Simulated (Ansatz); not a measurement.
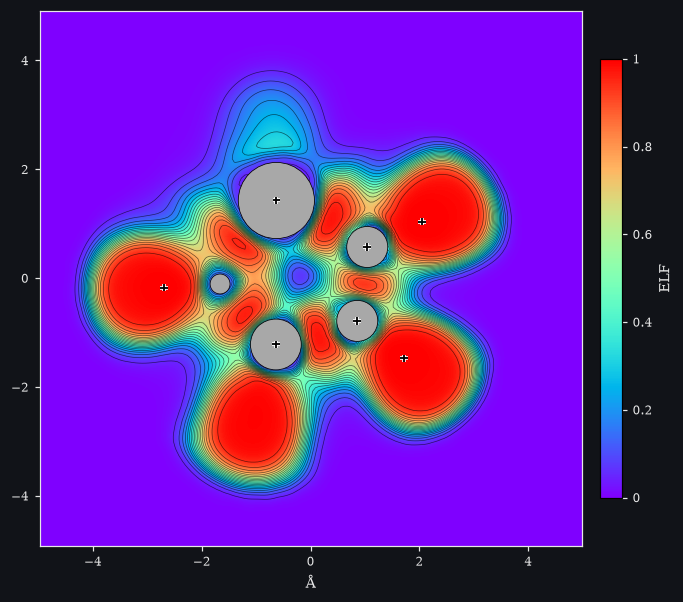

The electron localisation function on a plane through atoms (crosses mark nuclei in the plane; grey discs cover the cores).

Theory: Ansatz, isolated molecule in a Gaussian basis; Kohn-Sham density functional theory, functional PBE0.

Candidates:
A. C4H8BP (SMILES CC#CB(C)P)
B. C3H6BFSi
C. C2H8N2Si (SMILES C=C[SiH](N)N)

Question: Which candidate gave the map?

Answer: Candidate B: C3H6BFSi on the plane of atoms C2, C1 and H8, which holds C, B, Si and H. C–C (1.37 Å): the ELF peaks at about 0.95 between the atoms, as expected for localised, covalent bonding. C–B (1.56 Å): the ELF peaks at about 0.95 between the atoms; localised, covalent bonding.
